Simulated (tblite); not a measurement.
C3H11Si3: geometry relaxation (part 2 of 2)

The same run, continued: C3H11Si3, multiplicity 2; GFN2-xTB geometry optimisation, gas phase (tblite 0.8.0). It belongs to a series of runs on one base structure; here: H removed from Si.

Geometry of the input (Å):
```
Si 3.1762  -0.5593  0.1411
C  1.7733  0.5479  0.7041
Si 0.4356  0.6889  -0.5721
C  -0.3817  -0.9350  -0.7082
C  -1.6708  -1.1178  -0.4546
Si -2.8392  0.2050  0.0146
H  2.7323  -1.4590  -0.9596
H  4.1648  0.3636  -0.4810
H  2.2166  1.5664  0.8564
H  1.3678  0.1910  1.6902
H  1.0933  1.0853  -1.8251
H  -0.4679  1.7673  -0.1419
H  0.1975  -1.8152  -0.9676
H  -2.0816  -2.1337  -0.5599
H  -3.1098  0.1982  1.4738
H  -2.4787  1.5421  -0.3860
H  -4.1346  -0.1236  -0.6259
```

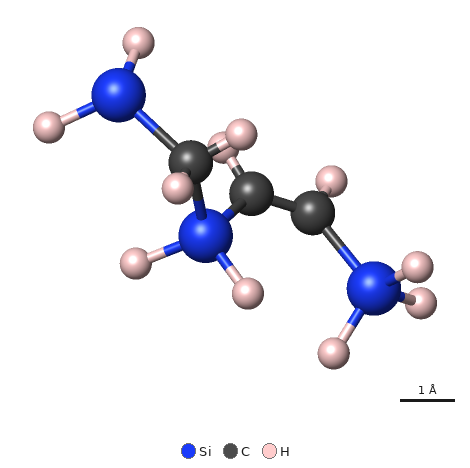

The geometry at step 81 of the log (ball-and-stick view, seen at a tilt).

Trajectory as extended XYZ, continued:
```
17
Properties=species:S:1:pos:R:3:forces:R:3 step=41 energy=-465.21814
Si    3.3632   -0.5175    0.0912   -0.0120   0.0060   0.0050
C     1.8976    0.5234    0.6925   -0.0270   0.0160  -0.0330
Si    0.5053    0.8125   -0.5895    0.0180   0.0500  -0.0060
C    -0.4539   -0.7982   -0.7029    0.0180   0.0210  -0.0080
C    -1.7446   -1.0328   -0.4738    0.0160   0.0010  -0.0040
Si   -3.1055    0.1643    0.0238   -0.0210   0.0060   0.0140
H     3.0112   -1.6966   -0.6927   -0.0110  -0.0180   0.0190
H     4.3868    0.2814   -0.5744    0.0000   0.0020  -0.0210
H     2.2914    1.4935    0.9990   -0.0210   0.0000   0.0230
H     1.4488    0.0818    1.5840    0.0280   0.0010  -0.0080
H     1.1011    1.1104   -1.9047   -0.0090  -0.0080   0.0350
H    -0.3265    1.9483   -0.1771    0.0150  -0.0250   0.0080
H     0.1676   -1.6478   -0.9801    0.0010  -0.0260  -0.0010
H    -2.0871   -2.0608   -0.5711   -0.0180  -0.0280  -0.0150
H    -3.2296    0.1663    1.4869    0.0020   0.0050  -0.0090
H    -2.8792    1.5278   -0.4530    0.0140  -0.0120  -0.0120
H    -4.3536   -0.3437   -0.5599    0.0060   0.0100   0.0140
17
Properties=species:S:1:pos:R:3:forces:R:3 step=51 energy=-465.22423
Si    3.3733   -0.4989    0.0844   -0.0310   0.0320   0.0330
C     1.9044    0.5292    0.6995   -0.0690  -0.0150  -0.0390
Si    0.5000    0.8172   -0.5734    0.0620   0.0330   0.0070
C    -0.4475   -0.7961   -0.7316    0.0110   0.0190   0.0320
C    -1.7349   -1.0325   -0.4860   -0.0130   0.0110  -0.0050
Si   -3.0898    0.1672    0.0174   -0.0600   0.0430   0.0070
H     3.0190   -1.7642   -0.5549    0.0090   0.0460   0.0220
H     4.3224    0.2840   -0.6987   -0.0050  -0.0200  -0.0400
H     2.2672    1.5061    1.0240    0.0410  -0.0520  -0.0070
H     1.4696    0.0607    1.5834   -0.0070   0.0020   0.0160
H     1.1055    1.1513   -1.8749   -0.0360   0.0140   0.0250
H    -0.3487    1.9230   -0.1130    0.0310  -0.0290  -0.0300
H     0.1647   -1.6444   -1.0301    0.0440  -0.0090   0.0060
H    -2.0821   -2.0577   -0.5864   -0.0170  -0.0530  -0.0420
H    -3.1973    0.1989    1.4814    0.0170   0.0170  -0.0170
H    -2.8849    1.5184   -0.5070    0.0230  -0.0280   0.0190
H    -4.3477   -0.3502   -0.5356   -0.0010  -0.0130   0.0120
17
Properties=species:S:1:pos:R:3:forces:R:3 step=61 energy=-465.23526
Si    3.3983   -0.4563    0.0827   -0.0230   0.0000  -0.0330
C     1.9088    0.5242    0.7148   -0.0100   0.0140  -0.0070
Si    0.4967    0.8316   -0.5452    0.0200   0.0000   0.0270
C    -0.4404   -0.7847   -0.7544    0.0140   0.0000   0.0510
C    -1.7291   -1.0348   -0.5217   -0.0100   0.0190  -0.0520
Si   -3.0820    0.1620    0.0019   -0.0030   0.0240   0.0090
H     3.0637   -1.8247   -0.2965    0.0260  -0.0200  -0.0180
H     4.1833    0.2379   -0.9357   -0.0420  -0.0290   0.0240
H     2.2609    1.4936    1.0688   -0.0160   0.0230   0.0000
H     1.4892    0.0200    1.5870   -0.0030   0.0070  -0.0050
H     1.0854    1.2396   -1.8340   -0.0320  -0.0220   0.0380
H    -0.3677    1.9017   -0.0355    0.0200  -0.0030  -0.0180
H     0.1814   -1.6204   -1.0721    0.0090   0.0090  -0.0030
H    -2.0794   -2.0548   -0.6690    0.0300  -0.0110  -0.0020
H    -3.1344    0.2746    1.4642    0.0210  -0.0170  -0.0030
H    -2.8831    1.4877   -0.5824   -0.0170   0.0080  -0.0170
H    -4.3586   -0.3850   -0.4745    0.0150  -0.0020   0.0080
17
Properties=species:S:1:pos:R:3:forces:R:3 step=71 energy=-465.24157
Si    3.3839   -0.4458    0.0628    0.0200   0.0100   0.0030
C     1.9087    0.5286    0.7371    0.0010  -0.0040  -0.0080
Si    0.4884    0.8448   -0.5055   -0.0070   0.0080   0.0040
C    -0.4244   -0.7764   -0.7532    0.0040   0.0020   0.0180
C    -1.7191   -1.0305   -0.5640    0.0010   0.0060  -0.0300
Si   -3.0645    0.1659   -0.0173    0.0080  -0.0100  -0.0080
H     3.1342   -1.8697   -0.1335   -0.0230   0.0000  -0.0080
H     4.0218    0.1704   -1.0957   -0.0100  -0.0060   0.0060
H     2.2527    1.4979    1.1002    0.0160  -0.0110  -0.0080
H     1.5059    0.0057    1.6060   -0.0060   0.0140   0.0010
H     1.0474    1.2825   -1.7944    0.0260  -0.0060  -0.0040
H    -0.3794    1.9046    0.0139   -0.0170   0.0110   0.0250
H     0.2109   -1.5984   -1.0802   -0.0120  -0.0020   0.0030
H    -2.0645   -2.0458   -0.7488    0.0030   0.0010   0.0100
H    -3.0501    0.3136    1.4426    0.0140   0.0000  -0.0060
H    -2.9075    1.4766   -0.6500   -0.0160  -0.0130  -0.0020
H    -4.3513   -0.4119   -0.4216   -0.0010   0.0000   0.0040
17
Properties=species:S:1:pos:R:3:forces:R:3 step=81 energy=-465.24329
Si    3.3762   -0.4499    0.0562    0.0120   0.0190   0.0040
C     1.9119    0.5327    0.7420    0.0000  -0.0010   0.0050
Si    0.4867    0.8546   -0.4920   -0.0050  -0.0070   0.0060
C    -0.4190   -0.7695   -0.7496    0.0070   0.0000  -0.0010
C    -1.7165   -1.0263   -0.5869    0.0060  -0.0080   0.0240
Si   -3.0634    0.1611   -0.0278   -0.0020   0.0050  -0.0190
H     3.1282   -1.8776   -0.1053   -0.0240  -0.0180  -0.0100
H     3.9761    0.1476   -1.1322    0.0000  -0.0110   0.0090
H     2.2674    1.4990    1.1012    0.0030   0.0030  -0.0050
H     1.5069    0.0166    1.6137    0.0190  -0.0010   0.0110
H     1.0565    1.2878   -1.7780   -0.0050   0.0220  -0.0010
H    -0.3854    1.9042    0.0434   -0.0020   0.0040  -0.0080
H     0.2241   -1.5893   -1.0664   -0.0120  -0.0030  -0.0080
H    -2.0578   -2.0425   -0.7733    0.0100  -0.0020  -0.0120
H    -3.0091    0.3220    1.4294   -0.0040   0.0040   0.0010
H    -2.9336    1.4663   -0.6763   -0.0050   0.0060  -0.0080
H    -4.3561   -0.4249   -0.3998    0.0040  -0.0110   0.0130
17
Properties=species:S:1:pos:R:3:forces:R:3 step=92 energy=-465.24670
Si    3.3507   -0.4802    0.0505    0.0070   0.0100  -0.0020
C     1.9291    0.5468    0.7617   -0.0040   0.0000  -0.0180
Si    0.4920    0.8647   -0.4589   -0.0280   0.0210  -0.0020
C    -0.4024   -0.7627   -0.7400    0.0130   0.0160  -0.0270
C    -1.7034   -1.0221   -0.6136   -0.0060  -0.0090   0.0270
Si   -3.0621    0.1507   -0.0512   -0.0030  -0.0050  -0.0010
H     3.0343   -1.8942   -0.1202   -0.0060  -0.0170   0.0020
H     3.9390    0.0984   -1.1530    0.0130  -0.0040   0.0060
H     2.3071    1.5160    1.0869    0.0270   0.0060  -0.0010
H     1.5443    0.0573    1.6570   -0.0230  -0.0020  -0.0030
H     1.0578    1.3371   -1.7356   -0.0170  -0.0200   0.0200
H    -0.3973    1.9012    0.0762   -0.0020  -0.0110   0.0160
H     0.2457   -1.5796   -1.0532    0.0040   0.0040  -0.0120
H    -2.0377   -2.0361   -0.8222    0.0070  -0.0050  -0.0100
H    -2.9525    0.3551    1.3956   -0.0030   0.0240   0.0350
H    -2.9956    1.4382   -0.7423    0.0070   0.0060  -0.0200
H    -4.3560   -0.4787   -0.3392    0.0140  -0.0140  -0.0110
17
Properties=species:S:1:pos:R:3:forces:R:3 step=102 energy=-465.25130
Si    3.3147   -0.5286    0.0436   -0.0010  -0.0050  -0.0100
C     1.9504    0.5653    0.7708    0.0020  -0.0130  -0.0050
Si    0.4822    0.8928   -0.4098   -0.0090   0.0180  -0.0160
C    -0.3864   -0.7391   -0.7404    0.0090   0.0040  -0.0190
C    -1.6839   -1.0204   -0.6273    0.0150   0.0100   0.0010
Si   -3.0548    0.1358   -0.0605   -0.0390   0.0000  -0.0190
H     2.9282   -1.9270   -0.1231    0.0060   0.0060   0.0080
H     3.9233    0.0173   -1.1660   -0.0020  -0.0040   0.0180
H     2.3764    1.5263    1.0622   -0.0140  -0.0040  -0.0200
H     1.5766    0.1103    1.6889   -0.0110  -0.0030   0.0050
H     1.0268    1.3970   -1.6828   -0.0170   0.0130   0.0120
H    -0.4305    1.8899    0.1608    0.0240  -0.0100   0.0130
H     0.2753   -1.5313   -1.0852    0.0010  -0.0210  -0.0030
H    -2.0092   -2.0274   -0.8818    0.0240   0.0140   0.0170
H    -2.9076    0.4503    1.3652   -0.0020  -0.0020  -0.0230
H    -3.0650    1.3745   -0.8453    0.0070  -0.0260   0.0190
H    -4.3234   -0.5736   -0.2708    0.0080   0.0220   0.0210
17
Properties=species:S:1:pos:R:3:forces:R:3 step=112 energy=-465.25366
Si    3.3045   -0.5471    0.0409   -0.0090  -0.0010   0.0090
C     1.9564    0.5648    0.7690    0.0050  -0.0040  -0.0110
Si    0.4777    0.9097   -0.3927   -0.0130   0.0230  -0.0190
C    -0.3763   -0.7218   -0.7575   -0.0010   0.0050   0.0100
C    -1.6708   -1.0155   -0.6410    0.0030   0.0020   0.0030
Si   -3.0549    0.1256   -0.0730    0.0040   0.0080  -0.0040
H     2.9167   -1.9496   -0.0699    0.0030  -0.0100   0.0010
H     3.8833   -0.0363   -1.1965    0.0070   0.0020  -0.0040
H     2.3923    1.5246    1.0478    0.0030   0.0060  -0.0010
H     1.5870    0.1207    1.6943   -0.0080  -0.0030   0.0000
H     0.9955    1.4588   -1.6578   -0.0040   0.0090   0.0190
H    -0.4302    1.8807    0.2290    0.0090  -0.0110  -0.0070
H     0.2898   -1.5068   -1.1111    0.0030  -0.0040   0.0030
H    -1.9819   -2.0245   -0.9012   -0.0150  -0.0080   0.0000
H    -2.8787    0.5002    1.3339    0.0010  -0.0120  -0.0050
H    -3.0986    1.3358   -0.8985   -0.0040  -0.0120   0.0010
H    -4.3188   -0.6072   -0.2172    0.0160   0.0100   0.0030
17
Properties=species:S:1:pos:R:3:forces:R:3 step=122 energy=-465.25412
Si    3.2968   -0.5595    0.0406   -0.0050  -0.0030   0.0050
C     1.9586    0.5662    0.7654   -0.0030  -0.0010  -0.0020
Si    0.4746    0.9189   -0.3878   -0.0050   0.0050  -0.0060
C    -0.3723   -0.7155   -0.7598   -0.0020   0.0030   0.0000
C    -1.6659   -1.0141   -0.6446    0.0030   0.0020  -0.0060
Si   -3.0528    0.1230   -0.0770    0.0070   0.0000   0.0050
H     2.9056   -1.9621   -0.0609    0.0000   0.0010   0.0010
H     3.8796   -0.0577   -1.1988    0.0030   0.0000  -0.0030
H     2.4032    1.5238    1.0390   -0.0010  -0.0020  -0.0010
H     1.5874    0.1291    1.6934    0.0020  -0.0020   0.0010
H     0.9854    1.4919   -1.6441   -0.0020  -0.0020   0.0010
H    -0.4343    1.8779    0.2495   -0.0020  -0.0050  -0.0020
H     0.2971   -1.4976   -1.1142    0.0000   0.0030   0.0040
H    -1.9766   -2.0229   -0.9071    0.0050  -0.0020   0.0010
H    -2.8634    0.5125    1.3236   -0.0010   0.0000  -0.0020
H    -3.1183    1.3184   -0.9211    0.0030   0.0070   0.0010
H    -4.3117   -0.6203   -0.1978   -0.0030  -0.0050   0.0020
```

Summary:

```json
{"quantity": "outcome", "value": "converged"}
{"quantity": "total energy", "value": "−465.2541 eV"}
{"quantity": "hardware", "value": "1 CPU thread, shared host"}
{"quantity": "wall time", "value": "0.98 s"}
{"quantity": "peak memory", "value": "0.18 GiB"}
```
